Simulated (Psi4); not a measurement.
Geometry relaxation of C2Si (part 1 of 3)

System: C2Si (Silicon dicarbide).
Method: r2SCAN/6-31G, RKS, dispersion D4 (Psi4 1.11).

The geometry comes from this level: GFN2-xTB.

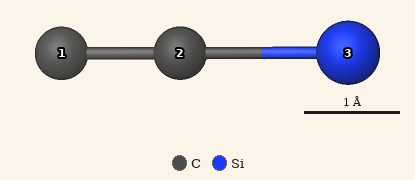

*The input geometry (ball-and-stick view, seen at a tilt; atoms are numbered from 1 in the order of the input).*

Bond lengths as drawn: C–C 1.26 Å and C–Si 1.78 Å.

Input file (c2si.dat)
```
memory 1600 mb

molecule molecule1 {
  0 1
  C     -1.111830     0.737510    -0.522770
  C     -0.135170     0.089220    -0.063600
  Si     1.247000    -0.826740     0.586370
  symmetry c1
}

set {
  basis 6-31G
  reference rks
}

E, wfn = opt('r2scan-d4', return_wfn=True)
print_variables()
```

Machine: 1 thread of Intel Xeon @ 2.90GHz (Ice Lake), 192 GiB of memory available, shared host.

Launch command:
```bash
psi4 -i c2si.dat -o c2si.out -n 1
```

The program's output
```
Psi4 1.11 release

gradient() will perform analytic gradient computation.

   => Loading Basis Set <=

    Name: 6-31G
    Role: ORBITAL
    Keyword: BASIS

   => R2SCAN-D4(BJ,EEQ)ATM: Empirical Dispersion <=

        a1 =       0.515592
        a2 =       5.773429
       alp =      16.000000
        s6 =       1.000000
        s8 =       0.601875
        s9 =       1.000000
        ga =       3.000000
        gc =       2.000000
        wf =       6.000000

         ---------------------------------------------------------
                                   SCF
                              RKS Reference
                        1 Threads,   1525 MiB Core
         ---------------------------------------------------------

  ==> Geometry <==

    Molecular point group: c1
    Full point group: Cs

    Geometry (in Angstrom), charge = 0, multiplicity = 1:

       Center              X                  Y                   Z               Mass
    ------------   -----------------  -----------------  -----------------  -----------------
         C           -1.649791117279     0.995592521215    -0.000000000000    12.000000000000
         C           -0.572134108203     0.344718386386    -0.000000000000    12.000000000000
         SI           0.953039022094    -0.574892702074     0.000000000000    27.976926534650

  Running in c1 symmetry.

  Rotational constants: A = 6591802.92482  B =      0.19934  C =      0.19934 [cm^-1]
  Rotational constants: A = 197617280148.19327  B =   5976.03619  C =   5976.03601 [MHz]
  Nuclear repulsion =   54.713062063293620

  Charge       = 0
  Multiplicity = 1
  Electrons    = 26
  Nalpha       = 13
  Nbeta        = 13

  ==> Algorithm <==

  SCF Algorithm Type is DF.
  DIIS enabled.
  MOM disabled.
  Fractional occupation disabled.
  Guess Type is SAD.
  Energy threshold   = 1.00e-08
  Density threshold  = 1.00e-08
  Integral threshold = 1.00e-12

  ==> Primary Basis <==

  Basis Set: 6-31G
    Blend: 6-31G
    Number of shells: 17
    Number of basis functions: 31
    Number of Cartesian functions: 31
    Spherical Harmonics?: false
    Max angular momentum: 1

  ==> DFT Potential <==

   => LibXC <=

    Version 7.1.2

   => Composite Functional: R2SCAN-D4BJEEQATM <=

    r2SCAN Meta-GGA XC Functional  (0.1021/acs.jpclett.0c02405)

    Deriv               =              1
    GGA                 =           TRUE
    Meta                =           TRUE

    Exchange Hybrid     =          FALSE
    MP2 Hybrid          =          FALSE

   => Exchange Functionals <=

    1.0000   XC_MGGA_X_R2SCAN

   => Correlation Functionals <=

    1.0000   XC_MGGA_C_R2SCAN

   => LibXC Density Thresholds  <==

    XC_MGGA_C_R2SCAN:  1.00E-15
    XC_MGGA_X_R2SCAN:  1.00E-11

   => Molecular Quadrature <=

    Radial Scheme          =       TREUTLER
    Pruning Scheme         =           NONE
    Nuclear Scheme         =       TREUTLER

    Blocking Scheme        =         OCTREE
    BS radius alpha        =              1
    Pruning alpha          =              1
    Radial Points          =             75
    Spherical Points       =            302
    Total Points           =          64662
    Total Blocks           =            552
    Max Points             =            256
    Max Functions          =             30
    Weights Tolerance      =       1.00E-15

   => Loading Basis Set <=

    Name: (6-31G AUX)
    Role: JKFIT
    Keyword: DF_BASIS_SCF

  ==> Integral Setup <==

  DFHelper Memory: AOs need 0.003 GiB; user supplied 0.990 GiB.
  SCF_SUBTYPE=INCORE selected. In-core MEM_DF algorithm will be used.
  Using in-core AOs.

  ==> MemDFJK: Density-Fitted J/K Matrices <==

    J tasked:                   Yes
    K tasked:                    No
    wK tasked:                   No
    Memory [MiB]:              1013
    Algorithm:                 Core
    Schwarz Cutoff:           1E-12
    Mask sparsity (%):       1.2487
    Fitting Condition:        1E-10

   => Auxiliary Basis Set <=

  Basis Set: (6-31G AUX)
    Blend: CC-PVDZ-JKFIT
    Number of shells: 84
    Number of basis functions: 292
    Number of Cartesian functions: 292
    Spherical Harmonics?: false
    Max angular momentum: 3

  Cached 100.0% of DFT collocation blocks in 0.128 [GiB].

  Minimum eigenvalue in the overlap matrix is 3.4958671685E-03.
  Reciprocal condition number of the overlap matrix is 9.1762818383E-04.
    Using symmetric orthogonalization.

  ==> Pre-Iterations <==

  SCF Guess: Superposition of Atomic Densities via on-the-fly atomic UHF (no occupation information).

   -------------------------
    Irrep   Nso     Nmo
   -------------------------
     A         31      31
   -------------------------
    Total      31      31
   -------------------------

  ==> Iterations <==

                           Total Energy        Delta E     RMS |[F,P]|

   @DF-RKS iter SAD:  -364.79412753703383   -3.64794e+02   0.00000e+00
   @DF-RKS iter   1:  -365.10092386904290   -3.06796e-01   1.92594e-02 DIIS/ADIIS
   @DF-RKS iter   2:  -362.27469811137445    2.82623e+00   5.03057e-02 DIIS/ADIIS
   @DF-RKS iter   3:  -365.35339513407240   -3.07870e+00   7.34221e-03 DIIS/ADIIS
   @DF-RKS iter   4:  -365.31918654365376    3.42086e-02   9.33271e-03 DIIS/ADIIS
   @DF-RKS iter   5:  -365.38282171817627   -6.36352e-02   1.25532e-03 DIIS/ADIIS
   @DF-RKS iter   6:  -365.38378259589837   -9.60878e-04   7.68849e-04 DIIS/ADIIS
   @DF-RKS iter   7:  -365.38427792810563   -4.95332e-04   9.07433e-05 DIIS
   @DF-RKS iter   8:  -365.38428362468932   -5.69658e-06   1.33156e-05 DIIS
   @DF-RKS iter   9:  -365.38428377973275   -1.55043e-07   9.84387e-07 DIIS
   @DF-RKS iter  10:  -365.38428378053675   -8.03993e-10   1.53415e-07 DIIS
   @DF-RKS iter  11:  -365.38428378057250   -3.57545e-11   4.57809e-08 DIIS
   @DF-RKS iter  12:  -365.38428378057466   -2.16005e-12   2.39069e-09 DIIS
  Energy and wave function converged.

  ==> Post-Iterations <==

   Electrons on quadrature grid:
      Ntotal   =   25.9999998363 ; deviation = -1.637e-07

    Orbital Energies [Eh]
    ---------------------

    Doubly Occupied:

       1A    -65.921213     2A    -10.077469     3A    -10.037724
       4A     -5.292790     5A     -3.636888     6A     -3.636888
       7A     -3.628582     8A     -0.728116     9A     -0.538545
      10A     -0.316739    11A     -0.283211    12A     -0.283211
      13A     -0.226218

    Virtual:

      14A     -0.158034    15A     -0.158034    16A      0.046993
      17A      0.046993    18A      0.063156    19A      0.155410
      20A      0.248015    21A      0.248015    22A      0.266595
      23A      0.464442    24A      0.585196    25A      0.585196
      26A      0.702666    27A      0.702666    28A      0.708913
      29A      0.822299    30A      0.971030    31A      1.286823

    Final Occupation by Irrep:
              A
    DOCC [    13 ]
    NA   [    13 ]
    NB   [    13 ]

  @DF-RKS Final Energy:  -365.38428378057466

   => Energetics <=

    Nuclear Repulsion Energy =             54.7130620632936200
    One-Electron Energy =                -610.7577246894450127
    Two-Electron Energy =                 222.1421223628915982
    DFT Exchange-Correlation Energy =     -31.4812292169491421
    Empirical Dispersion Energy =          -0.0005143003656908
    VV10 Nonlocal Energy =                  0.0000000000000000
    Total Energy =                       -365.3842837805746626

Computation Completed

Properties will be evaluated at   0.000000,   0.000000,   0.000000 [a0]

Properties computed using the SCF density matrix

 Multipole Moments:

 ------------------------------------------------------------------------------------
     Multipole            Electronic (a.u.)      Nuclear  (a.u.)        Total (a.u.)
 ------------------------------------------------------------------------------------

 L = 1.  Multiply by 2.5417464519 to convert [e a0] to [Debye]
 Dipole X            :          1.3361835            0.0207775            1.3569610
 Dipole Y            :         -0.8062444           -0.0125334           -0.8187778
 Dipole Z            :         -0.0000000            0.0000000           -0.0000000
 Magnitude           :                                                    1.5848470

 ------------------------------------------------------------------------------------

	total time  =          5 seconds =       0.08 minutes

         ------------------------------------------------------------
                                   SCF GRAD
         ------------------------------------------------------------

  ==> Geometry <==

    Molecular point group: c1
    Full point group: Cs

    Geometry (in Angstrom), charge = 0, multiplicity = 1:

       Center              X                  Y                   Z               Mass
    ------------   -----------------  -----------------  -----------------  -----------------
         C           -1.649791117279     0.995592521215    -0.000000000000    12.000000000000
         C           -0.572134108203     0.344718386386    -0.000000000000    12.000000000000
         SI           0.953039022094    -0.574892702074     0.000000000000    27.976926534650

  Nuclear repulsion =   54.713062063293620

  ==> Basis Set <==

  Basis Set: 6-31G
    Blend: 6-31G
    Number of shells: 17
    Number of basis functions: 31
    Number of Cartesian functions: 31
    Spherical Harmonics?: false
    Max angular momentum: 1

  ==> DFJKGrad: Density-Fitted SCF Gradients <==

    Gradient:                    1
    J tasked:                  Yes
    K tasked:                   No
    wK tasked:                  No
    Integrals threads:           1
    Memory [MiB]:             1144
    Schwarz Cutoff:          1E-12
    Fitting Condition:       1E-10

   => Auxiliary Basis Set <=

  Basis Set: (6-31G AUX)
    Blend: CC-PVDZ-JKFIT
    Number of shells: 84
    Number of basis functions: 292
    Number of Cartesian functions: 292
    Spherical Harmonics?: false
    Max angular momentum: 3

   => Molecular Quadrature <=

    Radial Scheme          =       TREUTLER
    Pruning Scheme         =           NONE
    Nuclear Scheme         =       TREUTLER

    Blocking Scheme        =         OCTREE
    BS radius alpha        =              1
    Pruning alpha          =              1
    Radial Points          =             75
    Spherical Points       =            302
    Total Points           =          64662
    Total Blocks           =            552
    Max Points             =            256
    Max Functions          =             30
    Weights Tolerance      =       1.00E-15

  -Total Gradient:
     Atom            X                  Y                   Z
    ------   -----------------  -----------------  -----------------
       1        0.061266219716    -0.037000401049    -0.000000000000
       2       -0.085548863155     0.051638667186     0.000000000000
       3        0.024430770650    -0.014728765178    -0.000000000000

	total time  =          0 seconds =       0.00 minutes

    			-----------------------------------------

    			 OPTKING 3.0: for geometry optimizations

    			        with contributions from

    			-----------------------------------------

	                            ===> Fragment 1 <==

	 Z (Atomic Numbers)          Masses                          Geom
	       6.000000            12.000000         -3.11765338  1.88139720 -0.00000000
	       6.000000            12.000000         -1.08117677  0.65142334 -0.00000000
	      14.000000            27.976927          1.80098274 -1.08638976  0.00000000

	 - Coordinate -           - BOHR/RAD -       - ANG/DEG -
	 R(1,2)           =         2.379091           1.258961
	 R(2,3)           =         3.365537           1.780965
	 L(1,2,3)         =         3.140848         179.957315
	 l(1,2,3)         =         3.141593         180.000000

	        --- Internal Coordinate Step in ANG or DEG, aJ/ANG or AJ/DEG ---
	-------------------------------------------------------------------------------
	           Coordinate      Previous         Force          Change          New
	           ----------      --------        ------          ------        ------
	               R(1,2)       1.25896        0.58919        0.04676       1.30572
	               R(2,3)       1.78097       -0.23455       -0.05269       1.72827
	             L(1,2,3)     179.95731        0.00000        0.00139     179.95871
	             l(1,2,3)     180.00000        0.00000        0.00000     180.00000
	-------------------------------------------------------------------------------

	                                 ==> Convergence Check <==

	Measures of convergence in internal coordinates in au.

	Criteria marked as inactive (o), active & met (*), and active & unmet ( ).

	----------------------------------------------------------------------------------------------~
	   Step    Total Energy     Delta E     Max Force     RMS Force      Max Disp      RMS Disp   ~
	----------------------------------------------------------------------------------------------~
	  Convergence Criteria     1.00e-06 *    3.00e-04 *             o    1.20e-03 *             o~
	----------------------------------------------------------------------------------------------~
	     1    -365.38428378   -3.65e+02      7.15e-02      3.85e-02 o    9.96e-02      6.66e-02 o  ~
	----------------------------------------------------------------------------------------------

Next Geometry in Ang
	Fragment 1 (Ang)

	    C  -1.6614446518   1.0026245329  -0.0000000000
	    C  -0.5437441652   0.3275995982  -0.0000000000
	   Si   0.9363026136  -0.5648059256   0.0000000000

    Structure for next step:
    Molecular point group: c1
    Full point group: Cs

    Geometry (in Angstrom), charge = 0, multiplicity = 1:

    C            0.999524009343     1.656300131241    -0.000000000000
    C            0.324499074563     0.538599644568    -0.000000000000
    SI          -0.567906449166    -0.941447134198     0.000000000000

gradient() will perform analytic gradient computation.

  ==> Geometry <==

    Molecular point group: c1
    Full point group: Cs

    Geometry (in Angstrom), charge = 0, multiplicity = 1:

       Center              X                  Y                   Z               Mass
    ------------   -----------------  -----------------  -----------------  -----------------
         C            0.999524009343     1.656300131241    -0.000000000000    12.000000000000
         C            0.324499074563     0.538599644568    -0.000000000000    12.000000000000
         SI          -0.567906449166    -0.941447134198     0.000000000000    27.976926534650

  Running in c1 symmetry.

  Rotational constants: A = 6863399.98211  B =      0.20195  C =      0.20195 [cm^-1]
  Rotational constants: A = 205759555087.49481  B =   6054.41189  C =   6054.41171 [MHz]
  Nuclear repulsion =   54.960681521505933

  Charge       = 0
  Multiplicity = 1
  Electrons    = 26
  Nalpha       = 13
  Nbeta        = 13

  ==> Algorithm <==

  SCF Algorithm Type is DF.
  DIIS enabled.
  MOM disabled.
  Fractional occupation disabled.
  Guess Type is READ.
  Energy threshold   = 1.00e-08
  Density threshold  = 1.00e-08
  Integral threshold = 1.00e-12

   => Molecular Quadrature <=

    Radial Scheme          =       TREUTLER
    Pruning Scheme         =           NONE
    Nuclear Scheme         =       TREUTLER

    Blocking Scheme        =         OCTREE
    BS radius alpha        =              1
    Pruning alpha          =              1
    Radial Points          =             75
    Spherical Points       =            302
    Total Points           =          64657
    Total Blocks           =            555
    Max Points             =            254
    Max Functions          =             30
    Weights Tolerance      =       1.00E-15

   => Loading Basis Set <=

    Name: 6-31G
    Role: ORBITAL
    Keyword: BASIS

  Reading orbitals from file s0/c2si.molecule1.1488466.180.npy, no projection.

   => Auxiliary Basis Set <=

  Basis Set: (6-31G AUX)
    Blend: CC-PVDZ-JKFIT
    Number of shells: 84
    Number of basis functions: 292
    Number of Cartesian functions: 292
    Spherical Harmonics?: false
    Max angular momentum: 3

  Cached 100.0% of DFT collocation blocks in 0.128 [GiB].

  Minimum eigenvalue in the overlap matrix is 4.1248836718E-03.
  Reciprocal condition number of the overlap matrix is 1.0838264281E-03.
    Using symmetric orthogonalization.

  ==> Pre-Iterations <==

  SCF Guess: Orbitals guess was supplied from a previous computation.

   -------------------------------------------------------
    Irrep   Nso     Nmo     Nalpha   Nbeta   Ndocc  Nsocc
   -------------------------------------------------------
     A         31      31      13      13      13       0
   -------------------------------------------------------
    Total      31      31      13      13      13       0
   -------------------------------------------------------

  ==> Iterations <==

                           Total Energy        Delta E     RMS |[F,P]|
```
